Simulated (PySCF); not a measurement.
Dissociation curve of BF, singlet.

RKS-B3LYP/6-31G* = PySCF 2.14.0 with restricted B3LYP/6-31G*, spherical d; RKS-M06-2X/6-31G* = restricted M06-2X/6-31G*, spherical d run with PySCF 2.14.0; UKS-M06-2X/6-31G* = unrestricted M06-2X/6-31G*, spherical d run with PySCF 2.14.0.

Energies are in kcal/mol, each relative to the lowest point of its own curve near equilibrium.

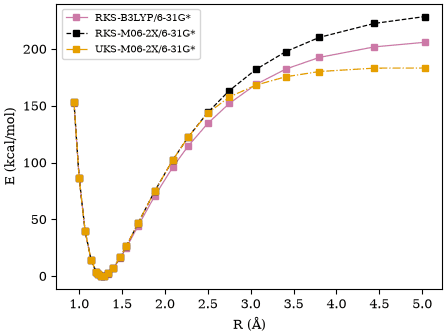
Figure: Energy against bond length for each method.

| R / Å | RKS-B3LYP/6-31G* | RKS-M06-2X/6-31G* | UKS-M06-2X/6-31G* |
|---|---|---|---|
| 0.94 | 152.8 | 153.0 | 153.0 |
| 1.00 | 86.6 | 86.6 | 86.6 |
| 1.07 | 39.6 | 39.5 | 39.5 |
| 1.14 | 14.2 | 14.0 | 14.0 |
| 1.20 | 3.6 | 3.5 | 3.5 |
| 1.22 | 1.8 | 1.7 | 1.7 |
| 1.26 | 0.0 | 0.0 | 0.0 |
| 1.29 | 0.0 | 0.1 | 0.1 |
| 1.34 | 2.1 | 2.3 | 2.3 |
| 1.40 | 6.9 | 7.3 | 7.3 |
| 1.48 | 15.8 | 16.7 | 16.7 |
| 1.55 | 25.0 | 26.3 | 26.3 |
| 1.69 | 44.5 | 47.0 | 47.0 |
| 1.88 | 70.4 | 74.6 | 74.6 |
| 2.09 | 95.7 | 102.0 | 102.0 |
| 2.27 | 114.4 | 122.3 | 122.3 |
| 2.50 | 134.4 | 144.1 | 143.5 |
| 2.75 | 152.0 | 163.3 | 157.6 |
| 3.06 | 168.7 | 181.9 | 168.2 |
| 3.41 | 182.3 | 197.7 | 175.5 |
| 3.80 | 192.5 | 210.2 | 180.1 |
| 4.44 | 201.8 | 222.4 | 183.1 |
| 5.03 | 205.8 | 228.5 | 183.2 |

At the longest distance, 5.03 Å, RKS-M06-2X/6-31G* lies highest above its minimum (228.5 kcal/mol) and UKS-M06-2X/6-31G* lowest (183.2 kcal/mol).

The restricted form behind RKS-B3LYP/6-31G*, RKS-M06-2X/6-31G* keeps the bonding electrons paired and can't separate into open-shell fragments. The unrestricted determinant behind UKS-M06-2X/6-31G* is spin-contaminated at 2.50 to 5.03 Å (<S²> up to 1.0, against 0.00 for a pure singlet).
